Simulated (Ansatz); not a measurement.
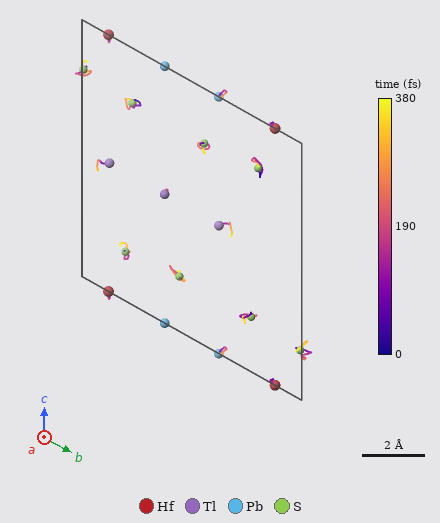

Molecular dynamics of HfTl$_{2}$PbS$_{4}$ with a Tl vacancy (15 atoms in the cell, charge -1), 380 fs long. Lines trace each atom's path, coloured by time; spheres stand at the starting positions. Seen along the a axis in the reduced simulation cell.

Computed with DFT PBE, scalar-relativistic, plane waves, PAW in Ansatz 0.2.0. Set-up: plane-wave cutoff 420 eV; k-point mesh 2 × 2 × 2; Fermi-Dirac smearing 0.05 eV; Langevin thermostat (NVT); set temperature 700 K; time step 2 fs; friction 0.01 per fs.

The input:
```yaml
crystal:
  lattice:
    - [7.73475, -4.11275, 0.0]
    - [7.73475, 4.11275, 0.0]
    - [-2.213982, 0.0, 6.334541]
  atoms:
    - { symbol: Hf, position: [0.87911, 0.12089, 0.25] }
    - { symbol: Hf, position: [0.12089, 0.87911, 0.75] }
    - { symbol: Tl, position: [0.87475, 0.62371, 0.23053] }
    - { symbol: Tl, position: [0.12525, 0.37629, 0.76947] }
    - { symbol: Tl, position: [0.62371, 0.87475, 0.73053] }
    - { symbol: Pb, position: [0.37679, 0.62321, 0.25] }
    - { symbol: Pb, position: [0.62321, 0.37679, 0.75] }
    - { symbol: S, position: [0.9939, 0.1977, 0.0028] }
    - { symbol: S, position: [0.8023, 0.0061, 0.4972] }
    - { symbol: S, position: [0.0061, 0.8023, 0.9972] }
    - { symbol: S, position: [0.1977, 0.9939, 0.5028] }
    - { symbol: S, position: [0.7704, 0.4434, 0.4638] }
    - { symbol: S, position: [0.5566, 0.2296, 0.0362] }
    - { symbol: S, position: [0.2296, 0.5566, 0.5362] }
    - { symbol: S, position: [0.4434, 0.7704, 0.9638] }
total_charge: -1
basis:
  ecutwfc: 420.0
kpoints:
  mp_grid: { grid: [2, 2, 2] }
hamiltonian:
  xc: pbe
scf:
  occupations: { method: fermi_dirac, width: 0.05 }
  lower_state_search: "off"
  convergence: { dr2_threshold: 0.01 }
md:
  timestep: 2
  n_steps: 190
  ensemble: nvt_langevin
  temperature: 700.0
  initial_velocities: maxwell_boltzmann
  seed: 222340
  friction: 0.01
```

Command:
```bash
ansatz run input.yaml --threads 2 --pin off --max-ram 5120MiB --backend cpu --events-out ev --progress --plain --runs-dir out
```

> What do the traces tell about the motion?

In the second half of the run the atoms are, in the root-mean-square, this far from where they began (common drift taken out): Tl 0.38 Å, Pb 0.32 Å, S 0.25 Å, Hf 0.15 Å. That is small against the typical shortest distance between atoms in the first frame, about 2.6 Å: the atoms vibrate about their sites and the arrangement holds. The self-consistency threshold is loose, so the forces are noisy.

Limits of the set-up: the periodic images lie only 6.7 Å apart, so the values are limited by the cell's size; the cell is charged, on a uniform background, and energies carry no finite-size correction.

Cost: 13 min on 2 threads of Intel(R) Xeon(R) Platinum 8259CL CPU @ 2.50GHz (Skylake/Cascade Lake) (shared host), peak memory 1.2 GiB.
